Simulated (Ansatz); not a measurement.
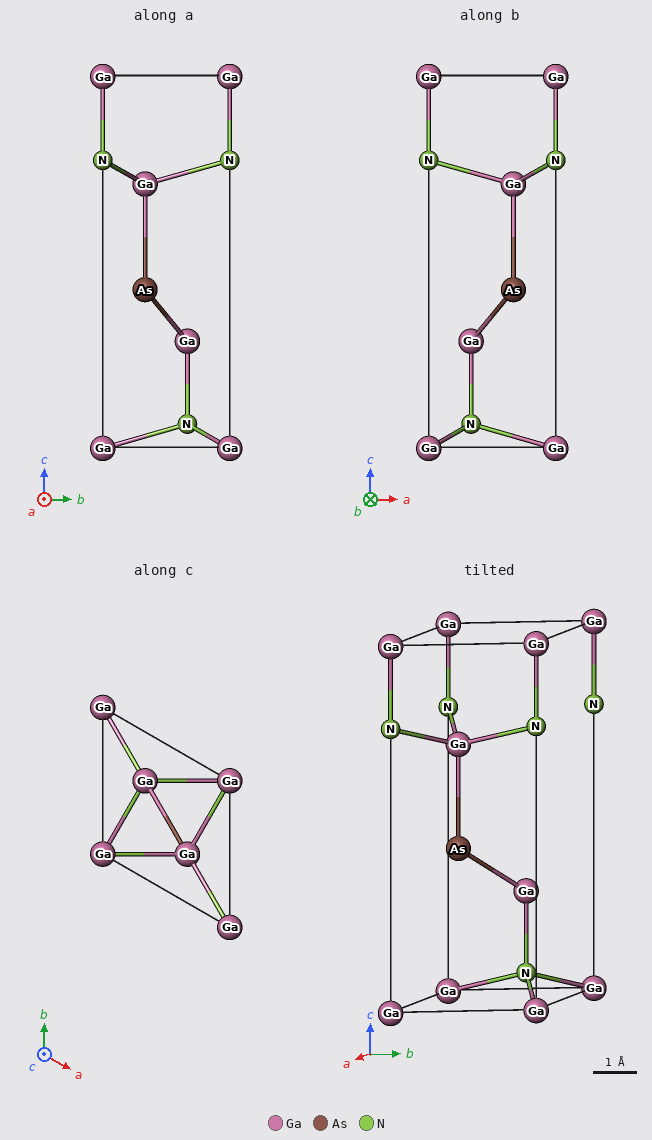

Ball-and-stick drawing of the structure, looking along the a axis, along the b axis, along the c axis and slightly off an axis. Lines trace the edges of the conventional unit cell.

Lattice parameters: a = 3.468 Å, b = 3.468 Å, c = 8.795 Å, α = 90.00°, β = 90.00°, γ = 120.00°.

**Write down what is shown as a table of Wyckoff sites, with free fractional coordinates to two decimals.**

Space group P3m1 (No. 156).
| atom | site | x | y | z |
| --- | --- | --- | --- | --- |
| Ga | 1a | 0.00 | 0.00 | 0.00 |
| Ga | 1c | 0.6667 | 0.3333 | 0.71 |
| Ga | 1b | 0.3333 | 0.6667 | 0.29 |
| As | 1c | 0.6667 | 0.3333 | 0.42 |
| N | 1a | 0.00 | 0.00 | 0.77 |
| N | 1b | 0.3333 | 0.6667 | 0.06 |

The structure comes from a structure type filled with these elements by a generator (whether the compound takes this form wasn't checked). Relaxation method: Ansatz, DFT PBE, scalar-relativistic, plane waves, PAW.
